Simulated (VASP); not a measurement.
Band structure of MgI2 (1T layered). Method: r2SCAN meta-GGA, VASP's PBE PAW potentials (set 64) (plane waves; VASP).

The path is coarsely sampled, so an indirect gap can come out somewhat too large. Unless said otherwise, spin-orbit coupling is left out, though it shifts the bands of the heavy elements here.

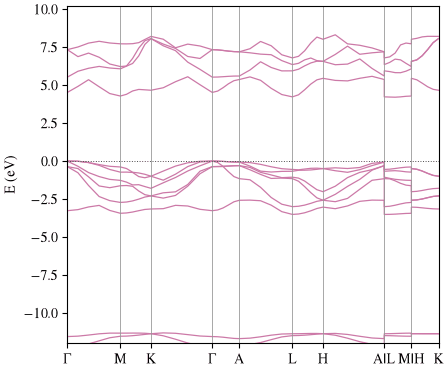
*Bands along high-symmetry lines, zero at the valence-band maximum or, without a gap, the Fermi level*

Problem. Read the plot: is there a gap, and where are the band edges?

Solution. The gap is indirect, 4.20 eV, from the valence maximum at Γ to the conduction minimum at L-M at 0.40.

The compound is MgI2 in the 1T layered structure. It was relaxed first, which changed the volume by +5 %.
